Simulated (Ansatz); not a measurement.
# SnGe3O8: the cell at several levels of theory, part 3 of 3

The system is SnGe3O8 (rutile host), a generated structure that needn't be the ground state.

Ansatz 0.2.0, plane waves. The steps go on from the part before.

### 4 Relaxation with PBEsol

It starts from the cell of step 2.

File input.yaml:

```yaml
crystal:
  lattice:
    - [3.2562333357, -3.2100278069, 0.0]
    - [3.2562333357, 3.2100278069, 0.0]
    - [0.0, 0.0, 5.9915760275]
  atoms:
    - { symbol: Sn, position: [0.5, 0.5, 0.0] }
    - { symbol: Ge, position: [0.0, 0.0, 0.7433014586] }
    - { symbol: O, position: [0.1813185485, 0.1813185485, 0.0] }
    - { symbol: O, position: [0.8186814515, 0.8186814515, 0.0] }
    - { symbol: O, position: [0.6990605072, 0.3009394928, 0.734034984] }
    - { symbol: O, position: [0.3009394928, 0.6990605072, 0.734034984] }
    - { symbol: Ge, position: [0.5, 0.5, 0.5] }
    - { symbol: Ge, position: [0.0, 0.0, 0.2566985414] }
    - { symbol: O, position: [0.1933477454, 0.1933477454, 0.5] }
    - { symbol: O, position: [0.8066522546, 0.8066522546, 0.5] }
    - { symbol: O, position: [0.6990605072, 0.3009394928, 0.265965016] }
    - { symbol: O, position: [0.3009394928, 0.6990605072, 0.265965016] }
kpoints:
  mp_grid: { grid: [6, 6, 4] }
hamiltonian:
  xc: pbesol
scf:
  occupations: { method: fermi_dirac, width: 0.02 }
relax:
  f_tol: 0.005
  cell: {}
```

Log:

```text
Engine: ansatz 0.2.0, x86_64-unknown-linux-gnu
Pseudopotentials: kind: paw
Pseudopotential: Sn, paw, valence charge 14, recommended cutoff 420 eV (normal), Sn.paw.azcp
Pseudopotential: Ge, paw, valence charge 14, recommended cutoff 420 eV (normal), Ge.paw.azcp
Pseudopotential: O, paw, valence charge 6, recommended cutoff 420 eV (normal), O.paw.azcp
Functional definition: PBEsol
  exchange = pbesol_x
  correlation = pbesol_c
Crystal: 12 atoms, lattice volume = 125.255 Å³
Basis set: ecut = 420 eV, 2465 PW (Γ), exchange–correlation on 64×64×90 points (8 copies of the dense FFT grid, shifted against one another)
Bands: 64, of which v1, the nominal top of the filled ones, is band 52 counted from 1 (51 counted from 0)
Symmetry: 8 space group operations
Space group: Cmmm (ITA 65), of the structure as read, at distance tolerance 5.0e-5 Å
k-points: 39 of 144
Non-local potential: Sn, projectors of the file, l = 0: 2, l = 1: 2, l = 2: 2, l = 3: 2
Non-local potential: Ge, projectors of the file, l = 0: 2, l = 1: 2, l = 2: 3, l = 3: 1
Non-local potential: O, projectors of the file, l = 0: 2, l = 1: 2, l = 2: 1
PAW form: soft (Blöchl's): semilocal exchange-correlation on the pseudo side does not see the compensation charge
PAW frozen core: Sn, regenerated for the run's functional, and the local potential with it (the file was generated under x = pbe(κ = 0.804, μ = 0.2195149727645171), c = pbe(β = 0.06672455060314922))
PAW frozen core: Ge, regenerated for the run's functional, and the local potential with it (the file was generated under x = pbe(κ = 0.804, μ = 0.2195149727645171), c = pbe(β = 0.06672455060314922))
PAW frozen core: O, regenerated for the run's functional, and the local potential with it (the file was generated under x = pbe(κ = 0.804, μ = 0.2195149727645171), c = pbe(β = 0.06672455060314922))
PAW one-centre angular grid: Sn, 590 points (default); XC on 64 Gauss nodes
PAW one-centre angular grid: Ge, 590 points (default); XC on 64 Gauss nodes
PAW one-centre angular grid: O, 110 points (default); XC on 64 Gauss nodes
Initial density: superposition of atomic densities (neutral atoms: chi_scale 0, normalization atom), corrected by the library's trained network
Initial wavefunctions: pseudopotential atomic-orbital guess
Functional: x = pbesol(κ = 0.804, μ = 0.12345679012345678), c = pbesol(β = 0.046)
SCF iter   1: F=—  HF=-23197.014800 eV  |F-HF|=—  |Δ(HF+E_count)|=         —  Δρ=1.61e-2  dr2=2.48e-1  ethr=1.77e-3  ⟨swp⟩=6.5  Hψ=9769  notcnv=0  defer=3
preconditioner: auto → Resta (q_TF=auto, 2.645 Å⁻¹)  ε∞=3.6  [insulator: Δε(μ)=0.679 eV  Ē_g=21.128 eV  σ=0.020 eV  W_gap=1.00  n_scr=36 (ndim 8)  ℏωp=33.8 eV  f_vac=0.024  D(μ)=0.00/eV (n_scr^D=0)  ε∞_Penn≈3.6]
SCF iter   2: F=—  HF=-23196.941276 eV  |F-HF|=—  |Δ(HF+E_count)|=   7.35e-2  Δρ=2.17e-3  dr2=3.21e-3  ethr=2.39e-4  ⟨swp⟩=2.1  Hψ=3937  notcnv=0  defer=232
SCF iter   3: F=—  HF=-23196.941482 eV  |F-HF|=—  |Δ(HF+E_count)|=   2.06e-4  Δρ=1.12e-3  dr2=1.02e-3  ethr=3.09e-6  ⟨swp⟩=2.0  Hψ=4484  notcnv=0  defer=232
SCF iter   4: F=—  HF=-23196.941756 eV  |F-HF|=—  |Δ(HF+E_count)|=   2.74e-4  Δρ=4.37e-4  dr2=1.81e-4  ethr=9.77e-7  ⟨swp⟩=2.0  Hψ=3527  notcnv=0  defer=232
SCF iter   5: F=—  HF=-23196.941457 eV  |F-HF|=—  |Δ(HF+E_count)|=   2.99e-4  Δρ=1.30e-4  dr2=1.99e-5  ethr=1.74e-7  ⟨swp⟩=2.2  Hψ=4138  notcnv=0  defer=232
SCF iter   6: F=—  HF=-23196.941998 eV  |F-HF|=—  |Δ(HF+E_count)|=   5.41e-4  Δρ=5.92e-5  dr2=3.57e-6  ethr=1.92e-8  ⟨swp⟩=2.0  Hψ=3396  notcnv=0  defer=232
SCF iter   7: F=—  HF=-23196.941999 eV  |F-HF|=—  |Δ(HF+E_count)|=   9.87e-7  Δρ=1.67e-5  dr2=2.81e-7  ethr=3.43e-9  ⟨swp⟩=2.1  Hψ=4117  notcnv=0  defer=232
SCF iter   8: F=-23196.941999 eV  HF=-23196.941999 eV  |F-HF|=1.13e-8  |Δ(HF+E_count)|=   2.68e-7  Δρ=5.39e-6  dr2=3.20e-8  ethr=9.62e-11  ⟨swp⟩=4.4  Hψ=7915  notcnv=0
SCF 1 converged in 8 iterations: F = -23196.941999 eV  dr2 = 3.20e-8
relax step   1: F+E_penalty+E_count = -23196.94199945 eV  Δ(F+E_penalty+E_count) = +0.000e0 eV  max|allowed force component| = 8.490e-2 eV/Å  Δτ_max = 0.0000 Å  P = -6.783 GPa  Ω = 125.255 Å³  (8 SCF iters, dr2 threshold 1.00e-7 eV, accepted)
Crystal: 12 atoms, lattice volume = 122.628 Å³
Basis set: ecut = 420 eV, 2407 PW (Γ), exchange–correlation on 64×64×90 points (8 copies of the dense FFT grid, shifted against one another)
Initial density: handed on by an earlier stage of this run
Initial wavefunctions: those handed on with the density
iter 1 solved again at ethr=1.60e-5 eV; its pass at ethr=3.10e-3 eV (dr2=1.66e-2 eV) is discarded
SCF iter   1: F=—  HF=-23197.033710 eV  |F-HF|=—  |Δ(HF+E_count)|=         —  Δρ=4.16e-3  dr2=1.61e-2  ethr=1.60e-5  ⟨swp⟩=3.8  Hψ=9844  notcnv=0  defer=1
preconditioner: auto → Resta (q_TF=auto, 2.654 Å⁻¹)  ε∞=3.6  [insulator: Δε(μ)=1.075 eV  Ē_g=21.393 eV  σ=0.020 eV  W_gap=1.00  n_scr=36 (ndim 8)  ℏωp=34.2 eV  f_vac=0.012  D(μ)=0.00/eV (n_scr^D=0)  ε∞_Penn≈3.6]
SCF iter   2: F=—  HF=-23197.029308 eV  |F-HF|=—  |Δ(HF+E_count)|=   4.40e-3  Δρ=1.19e-3  dr2=1.35e-3  ethr=1.55e-5  ⟨swp⟩=2.1  Hψ=3902  notcnv=0
SCF iter   3: F=—  HF=-23197.028952 eV  |F-HF|=—  |Δ(HF+E_count)|=   3.55e-4  Δρ=5.69e-4  dr2=3.63e-4  ethr=1.30e-6  ⟨swp⟩=2.2  Hψ=2930  notcnv=0
SCF iter   4: F=—  HF=-23197.029436 eV  |F-HF|=—  |Δ(HF+E_count)|=   4.84e-4  Δρ=1.45e-4  dr2=2.59e-5  ethr=3.49e-7  ⟨swp⟩=2.8  Hψ=4665  notcnv=0
SCF iter   5: F=—  HF=-23197.029429 eV  |F-HF|=—  |Δ(HF+E_count)|=   6.94e-6  Δρ=5.84e-5  dr2=3.24e-6  ethr=2.49e-8  ⟨swp⟩=2.0  Hψ=4524  notcnv=0
SCF iter   6: F=-23197.029431 eV  HF=-23197.029431 eV  |F-HF|=3.50e-7  |Δ(HF+E_count)|=   1.94e-6  Δρ=3.02e-5  dr2=8.98e-7  ethr=1.15e-9  ⟨swp⟩=4.3  Hψ=7829  notcnv=0
SCF 2 converged in 6 iterations: F = -23197.029431 eV  dr2 = 8.98e-7
relax step   2: F+E_penalty+E_count = -23197.02943102 eV  Δ(F+E_penalty+E_count) = -8.743e-2 eV  max|allowed force component| = 1.285e-1 eV/Å  Δτ_max = 0.0035 Å  P = -2.237 GPa  Ω = 122.628 Å³  energy of the carried Pulay correction = +1.476e-2 eV  (6 SCF iters, dr2 threshold 1.20e-6 eV, accepted)
Crystal: 12 atoms, lattice volume = 121.252 Å³
Basis set: ecut = 420 eV, 2387 PW (Γ), exchange–correlation on 64×64×90 points (8 copies of the dense FFT grid, shifted against one another)
iter 1 solved again at ethr=5.10e-6 eV; its pass at ethr=3.10e-3 eV (dr2=5.31e-3 eV) is discarded
SCF iter   1: F=—  HF=-23197.049655 eV  |F-HF|=—  |Δ(HF+E_count)|=         —  Δρ=2.43e-3  dr2=4.94e-3  ethr=5.10e-6  ⟨swp⟩=3.3  Hψ=9902  notcnv=0  defer=1
preconditioner: auto → Resta (q_TF=auto, 2.659 Å⁻¹)  ε∞=3.6  [insulator: Δε(μ)=1.195 eV  Ē_g=21.498 eV  σ=0.020 eV  W_gap=1.00  n_scr=36 (ndim 8)  ℏωp=34.4 eV  f_vac=0.011  D(μ)=0.00/eV (n_scr^D=0)  ε∞_Penn≈3.6]
SCF iter   2: F=—  HF=-23197.048494 eV  |F-HF|=—  |Δ(HF+E_count)|=   1.16e-3  Δρ=7.72e-4  dr2=4.17e-4  ethr=4.75e-6  ⟨swp⟩=2.0  Hψ=3892  notcnv=0
SCF iter   3: F=—  HF=-23197.048831 eV  |F-HF|=—  |Δ(HF+E_count)|=   3.37e-4  Δρ=3.54e-4  dr2=1.02e-4  ethr=4.01e-7  ⟨swp⟩=2.9  Hψ=3828  notcnv=0
SCF iter   4: F=—  HF=-23197.048835 eV  |F-HF|=—  |Δ(HF+E_count)|=   3.97e-6  Δρ=9.96e-5  dr2=1.09e-5  ethr=9.85e-8  ⟨swp⟩=2.1  Hψ=4499  notcnv=0
SCF iter   5: F=—  HF=-23197.048828 eV  |F-HF|=—  |Δ(HF+E_count)|=   7.17e-6  Δρ=3.45e-5  dr2=1.30e-6  ethr=1.05e-8  ⟨swp⟩=2.0  Hψ=4524  notcnv=0
SCF iter   6: F=-23197.048828 eV  HF=-23197.048829 eV  |F-HF|=3.66e-7  |Δ(HF+E_count)|=   7.72e-7  Δρ=2.30e-5  dr2=4.92e-7  ethr=1.15e-9  ⟨swp⟩=4.0  Hψ=7651  notcnv=0
SCF 3 converged in 6 iterations: F = -23197.048828 eV  dr2 = 4.92e-7
relax step   3: F+E_penalty+E_count = -23197.04882840 eV  Δ(F+E_penalty+E_count) = -1.940e-2 eV  max|allowed force component| = 4.272e-2 eV/Å  Δτ_max = 0.0061 Å  P = +0.182 GPa  Ω = 121.252 Å³  energy of the carried Pulay correction = +2.261e-2 eV  (6 SCF iters, dr2 threshold 1.20e-6 eV, accepted)
[... 8 lines left out ...]
relax step   4: F+E_penalty+E_count = -23197.04904735 eV  Δ(F+E_penalty+E_count) = -2.190e-4 eV  max|allowed force component| = 2.389e-2 eV/Å  Δτ_max = 0.0009 Å  P = +0.068 GPa  Ω = 121.277 Å³  energy of the carried Pulay correction = +2.247e-2 eV  (4 SCF iters, dr2 threshold 7.48e-7 eV, accepted)
[... 8 lines left out ...]
relax step   5: F+E_penalty+E_count = -23197.04919023 eV  Δ(F+E_penalty+E_count) = -1.429e-4 eV  max|allowed force component| = 2.531e-2 eV/Å  Δτ_max = 0.0024 Å  P = -0.013 GPa  Ω = 121.265 Å³  energy of the carried Pulay correction = +2.254e-2 eV  (4 SCF iters, dr2 threshold 1.21e-7 eV, accepted)
[... 8 lines left out ...]
relax step   6: F+E_penalty+E_count = -23197.04922152 eV  Δ(F+E_penalty+E_count) = -3.129e-5 eV  max|allowed force component| = 2.544e-2 eV/Å  Δτ_max = 0.0012 Å  P = -0.003 GPa  Ω = 121.265 Å³  energy of the carried Pulay correction = +2.254e-2 eV  (5 SCF iters, dr2 threshold 4.00e-8 eV, accepted)
[... 8 lines left out ...]
relax step   7: F+E_penalty+E_count = -23197.04923892 eV  Δ(F+E_penalty+E_count) = -1.740e-5 eV  max|allowed force component| = 1.695e-3 eV/Å  Δτ_max = 0.0006 Å  P = +0.000 GPa  Ω = 121.266 Å³  energy of the carried Pulay correction = +2.253e-2 eV  (4 SCF iters, dr2 threshold 4.05e-8 eV, accepted)
[... 11 lines left out ...]
relax step   8: F+E_penalty+E_count = -23197.03011575 eV  Δ(F+E_penalty+E_count) = +1.912e-2 eV  max|allowed force component| = 1.813e-3 eV/Å  Δτ_max = 0.0000 Å  P = -0.265 GPa  Ω = 121.266 Å³  stress off target by 2.79e-1 GPa  SCF on the basis re-selected at this cell (its energy is not comparable with the rows above)  (7 SCF iters)
[... 9 lines left out ...]
relax step   9: F+E_penalty+E_count = -23197.03107402 eV  Δ(F+E_penalty+E_count) = -9.583e-4 eV  max|allowed force component| = 2.475e-3 eV/Å  Δτ_max = 0.0004 Å  P = -0.002 GPa  Ω = 121.120 Å³  energy of the carried Pulay correction = +8.399e-4 eV  (4 SCF iters, dr2 threshold 1.94e-7 eV, accepted)
iter 1 solved again at ethr=3.83e-8 eV; its pass at ethr=3.10e-3 eV (dr2=3.99e-5 eV) is discarded
SCF iter   1: F=—  HF=-23197.029649 eV  |F-HF|=—  |Δ(HF+E_count)|=         —  Δρ=1.80e-5  dr2=1.44e-7  ethr=3.83e-8  ⟨swp⟩=4.0  Hψ=16842  notcnv=0
preconditioner: auto → Resta (q_TF=auto, 2.660 Å⁻¹)  ε∞=3.6  [insulator: Δε(μ)=1.183 eV  Ē_g=21.492 eV  σ=0.020 eV  W_gap=1.00  n_scr=36 (ndim 8)  ℏωp=34.4 eV  f_vac=0.013  D(μ)=0.00/eV (n_scr^D=0)  ε∞_Penn≈3.6]
SCF iter   2: F=—  HF=-23197.030105 eV  |F-HF|=—  |Δ(HF+E_count)|=   4.56e-4  Δρ=8.10e-6  dr2=3.66e-8  ethr=1.39e-10  ⟨swp⟩=2.1  Hψ=4527  notcnv=0
SCF iter   3: F=—  HF=-23197.030105 eV  |F-HF|=—  |Δ(HF+E_count)|=   1.42e-8  Δρ=4.31e-6  dr2=1.06e-8  ethr=3.52e-11  ⟨swp⟩=2.2  Hψ=3178  notcnv=0
SCF iter   4: F=—  HF=-23197.030105 eV  |F-HF|=—  |Δ(HF+E_count)|=   8.99e-9  Δρ=1.44e-6  dr2=2.27e-9  ethr=1.02e-11  ⟨swp⟩=2.0  Hψ=3391  notcnv=0
SCF iter   5: F=—  HF=-23197.030105 eV  |F-HF|=—  |Δ(HF+E_count)|=  1.86e-10  Δρ=4.85e-7  dr2=2.11e-10  ethr=2.18e-12  ⟨swp⟩=2.2  Hψ=3793  notcnv=0
SCF iter   6: F=-23197.030105 eV  HF=-23197.030105 eV  |F-HF|=1.09e-11  |Δ(HF+E_count)|=  8.37e-11  Δρ=1.78e-7  dr2=2.65e-11  ethr=1.00e-12  ⟨swp⟩=4.8  Hψ=8243  notcnv=0
SCF 10 converged in 6 iterations: F = -23197.030105 eV  dr2 = 2.65e-11
relax step  10: F+E_penalty+E_count = -23197.03010502 eV  Δ(F+E_penalty+E_count) = +9.690e-4 eV  max|allowed force component| = 2.436e-3 eV/Å  Δτ_max = 0.0000 Å  P = -0.008 GPa  Ω = 121.120 Å³  stress off target by 1.14e-2 GPa  SCF on the basis re-selected at this cell (its energy is not comparable with the rows above)  (6 SCF iters)
basis re-selected at this cell: Δ(F+E_penalty+E_count) = +9.690e-4 eV, ΔP = -0.006 GPa vs the last step (what re-selecting the basis moved, of the pressure what is left beyond the Pulay correction that the steps carried, after the strain that the cell walked since its last selection, with what the two solves' SCF thresholds leave and, on support functions, any second-order correction that the steps lacked; it is no measure of the basis error at this ecutwfc). This SCF's stress stands 1.14e-2 GPa from its target on what of the cell is left free (relax.cell.stress_tol is 5.00e-2 GPa) and its largest allowed force component is 2.44e-3 eV/Å (relax.f_tol is 5.00e-3 eV/Å): within both
SCF converged after 6 iterations
Free energy (F): -23197.030105 eV
Harris-Foulkes:  -23197.030105 eV  (|F-HF|=1.09e-11)
Internal energy: -23197.030105 eV  (E = F + TS)
E sigma→0 (E₀):  -23197.030105 eV
Fermi energy:    10.453662 eV
--- Per-component energies (eV) ---
  E_band       = -373.614341
  E_kinetic    = 1933.679287
  E_local      = -9789.474694  (includes V_loc(G=0)·N_el)
  E_nonlocal   = 1642.330114
  E_hartree    = 4256.055349
  E_xc         = -1181.514192
  E_vxc        = -1034.447450  (∫ρ·V_xc dr)
  E_paw        = -11257.773342  (= ΣΔE_a)
  E_vpaw       = -1637.833472  (= ΣTr[D̂ρ^β])
  E_aug_tail   = 0.021163  (compensation charges beyond the density's cutoff)
  E_ewald      = -8803.674740
  E_core_change = 3.320952  (= ΣΔE_core)
  E_smearing   = -0.000000  (= −TS)
  E_closure    = -0.000000  (closes the sum)
  Σ components = -23197.030105   (vs F -23197.030105, Δ=0.00e0)
--- Forces (eV/Å), atoms counted from 1 ---
  atom   1  Sn     0.00000000    -0.00000000     0.00000000
  atom   2  Ge     0.00000000     0.00000000    -0.00008275
  atom   3  O     -0.00002123     0.00000000    -0.00000000
  atom   4  O      0.00002123    -0.00000000     0.00000000
  atom   5  O     -0.00000000    -0.00240041    -0.00023624
  atom   6  O     -0.00000000     0.00240041    -0.00023624
  atom   7  Ge    -0.00000000     0.00000000     0.00000000
  atom   8  Ge     0.00000000    -0.00000000     0.00008275
  atom   9  O     -0.00243629    -0.00000000    -0.00000000
  atom  10  O      0.00243629     0.00000000     0.00000000
  atom  11  O     -0.00000000    -0.00240041     0.00023624
  atom  12  O     -0.00000000     0.00240041     0.00023624
  max |Σ_I F_I| component: 6.94e-18 eV/Å
--- Stress (GPa, compression-positive) ---
       -0.001459       0.000000       0.000000
        0.000000      -0.011374       0.000000
        0.000000       0.000000      -0.010262
  P = ⅓ Tr σ = -0.0077 GPa (-0.077 kbar)
--- Band table (eV; the first three rows and the last of 39) ---
  k-point 0: bands = ["-14.5328", "-14.4816", "-14.4489", "-14.3515", "-14.3459", "-14.2553", "-14.2415", "-14.2059", "-14.1880", "-14.1858", "-14.1845", "-14.1716", "-14.1560", "-14.1429", "-14.1409", "-11.1249", "-11.0261", "-10.6973", "-10.3007", "-10.2867", "-10.2333", "-8.5439", "-8.2453", "-8.0679", "-7.6846", "-6.7408", "-6.7159", "-6.5167", "-0.0794", "0.6890", "1.5862", "4.1510", "4.4789", "4.7599", "4.8969", "4.9959", "5.0764", "5.1843", "5.6501", "6.0698", "6.7883", "6.8699", "7.5183", "7.5530", "7.8264", "7.8601", "8.0780", "8.1309", "8.1548", "9.0081", "9.1210", "9.8623", "11.0450", "15.2713", "15.5748", "15.9605", "15.9619", "16.6153", "19.5668", "20.0866", "20.1224", "20.5349", "20.9191", "20.9903"]
  k-point 1: bands = ["-14.5136", "-14.4506", "-14.4445", "-14.3755", "-14.3236", "-14.2891", "-14.2340", "-14.2068", "-14.1868", "-14.1846", "-14.1785", "-14.1731", "-14.1626", "-14.1556", "-14.1469", "-11.0850", "-11.0689", "-10.6153", "-10.3017", "-10.2867", "-10.2171", "-9.2724", "-7.8464", "-7.5781", "-7.5557", "-6.8892", "-6.7667", "-6.7361", "-0.2814", "0.5197", "2.5211", "4.3990", "4.4795", "4.8239", "4.9710", "5.0839", "5.0848", "5.6833", "5.7494", "5.7860", "6.2296", "6.4358", "6.8964", "6.9411", "7.2780", "7.4561", "8.3197", "8.3482", "8.5003", "8.9724", "9.1627", "9.7212", "12.0803", "14.7522", "15.8593", "16.5731", "16.7627", "17.3078", "18.7578", "19.2107", "19.9920", "20.5570", "21.1292", "21.3033"]
  k-point 2: bands = ["-14.4890", "-14.4401", "-14.3962", "-14.3852", "-14.3578", "-14.3090", "-14.2115", "-14.2072", "-14.1999", "-14.1842", "-14.1831", "-14.1750", "-14.1678", "-14.1578", "-14.1553", "-11.1098", "-11.0512", "-10.4781", "-10.3027", "-10.2867", "-10.1236", "-9.8044", "-7.4471", "-7.2588", "-7.2052", "-7.1626", "-7.1345", "-6.8889", "-0.4428", "0.4873", "4.0348", "4.2543", "4.4693", "4.7718", "4.7807", "5.1450", "5.2117", "5.8405", "6.0655", "6.1063", "6.1215", "6.1697", "6.2409", "6.3580", "6.3920", "6.5463", "8.5456", "8.6288", "8.8601", "9.0112", "9.1356", "9.4478", "13.4314", "13.8294", "16.3557", "16.9310", "18.2153", "18.3587", "18.4360", "18.4888", "18.8176", "19.6738", "21.4266", "21.5937"]
  k-point 38: bands = ["-14.4426", "-14.4280", "-14.3998", "-14.3919", "-14.3875", "-14.3598", "-14.2085", "-14.2077", "-14.2006", "-14.1945", "-14.1742", "-14.1726", "-14.1684", "-14.1596", "-14.1582", "-11.2435", "-11.1336", "-10.4534", "-10.3071", "-10.2724", "-8.8960", "-8.5278", "-8.3541", "-8.1634", "-7.6050", "-7.4294", "-7.3882", "-7.2849", "1.1196", "1.4401", "1.7419", "2.1501", "4.8479", "4.8572", "4.9282", "5.0377", "5.4241", "5.7495", "5.8335", "5.8539", "6.3029", "6.4519", "6.4606", "6.7824", "8.3713", "8.4257", "8.5225", "8.5280", "8.7114", "8.8060", "8.8620", "8.9946", "14.4125", "14.5653", "14.9172", "15.0283", "18.7222", "18.8652", "19.5885", "19.6968", "20.1738", "20.2210", "20.6508", "20.7956"]
--- Relaxed structure (8 steps of the walk, 8 accepted, 2 SCFs on fresh bases) ---
  F+E_penalty+E_count = -23197.03010502 eV   max|allowed force component| = 2.436e-3 eV/Å   (the final SCF, on the basis selected at the relaxed cell)
  cell:  # Å, volume = 121.1205 Å³
    - [3.2136857579164357, -3.169014284015219, 3.72231598460426e-18]
    - [3.2136857579164357, 3.169014284015219, 3.722315984604257e-18]
    - [6.84918337258546e-18, -2.4216185326037492e-33, 5.946481045946076]
  atoms:
    - { symbol: Sn, position: [0.5000000000000001, 0.5000000000000001, -1.2746919518374174e-20] }
    - { symbol: Ge, position: [1.2685063537150263e-21, -2.1776219479458926e-20, 0.7432274335705087] }
    - { symbol: O, position: [0.18154398493843546, 0.18154398493843546, -2.634910798639371e-20] }
    - { symbol: O, position: [0.8184560150615648, 0.8184560150615648, 8.55268949645363e-22] }
    - { symbol: O, position: [0.6998494928316569, 0.30015050716834335, 0.7338501600990808] }
    - { symbol: O, position: [0.30015050716834335, 0.6998494928316569, 0.7338501600990808] }
    - { symbol: Ge, position: [0.5000000000000001, 0.5000000000000001, 0.5] }
    - { symbol: Ge, position: [-6.2925831607015376e-21, -2.933730899387554e-20, 0.25677256642949114] }
    - { symbol: O, position: [0.19438944597811494, 0.19438944597811494, 0.5] }
    - { symbol: O, position: [0.805610554021885, 0.805610554021885, 0.5] }
    - { symbol: O, position: [0.6998494928316569, 0.30015050716834335, 0.2661498399009194] }
    - { symbol: O, position: [0.30015050716834335, 0.6998494928316569, 0.2661498399009194] }
```

Run time: 56 s. Hardware: 1 × NVIDIA H100 80GB HBM3 with 2 threads of AMD EPYC 7R13 (Zen 3), shared host; peak host memory 1.3 GiB.

Ionic steps:

| step | energy change (meV/atom) | largest force (eV/Å) | pressure (GPa) | volume (Å³/atom) |
| --- | --- | --- | --- | --- |
| 1 | 0.0 | 0.0849 | -6.78 | 10.438 |
| 2 | -7.3 | 0.1285 | -2.24 | 10.219 |
| 3 | -8.9 | 0.0427 | 0.18 | 10.104 |
| 4 | -8.9 | 0.0239 | 0.07 | 10.106 |
| 5 | -8.9 | 0.0253 | -0.01 | 10.105 |
| 6 | -8.9 | 0.0254 | 0.00 | 10.105 |
| 7 | -8.9 | 0.0017 | 0.00 | 10.105 |
| 8 | -7.3 | 0.0018 | -0.27 | 10.105 |
| 9 | -7.4 | 0.0025 | 0.00 | 10.093 |
| 10 | -7.3 | 0.0024 | -0.01 | 10.093 |

Steps 8, 10 solve the same cell on a plane-wave basis chosen anew, so the energy can jump there without a move.

The table lists every geometry solved, with passes on a fresh basis, whose energies don't compare exactly with the rows above.

|  | before | after | change |
| --- | --- | --- | --- |
| a (Å) | 6.420 | 6.338 | -1.28 % |
| b (Å) | 6.512 | 6.427 | -1.31 % |
| c (Å) | 5.992 | 5.946 | -0.75 % |
| volume (Å³/atom) | 10.438 | 10.093 | -3.30 % |
| shortest distance (Å) | 1.897 | 1.881 | -0.86 % |
| space group | Cmmm | Cmmm | same |

### 5 Results

This closing draws on all 3 parts.

```
 level  a (Å)  b (Å)  c (Å)  volume (Å³/atom)  space group  SCF geometries
   PBE  6.420  6.512  5.992            10.438         Cmmm              10
r2SCAN  6.313  6.407  5.920             9.977         Cmmm               8
PBEsol  6.338  6.427  5.946            10.093         Cmmm              10
```

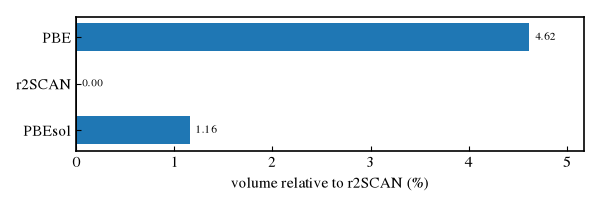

Relaxed volume of each level against r2SCAN.

**Reading.** The first relaxation changed the volume by -3.1 % from the start. The volume runs from r2SCAN (least) to PBE (most), a spread of 4.6 %, or 1.5 % in length if all axes shared it alike.
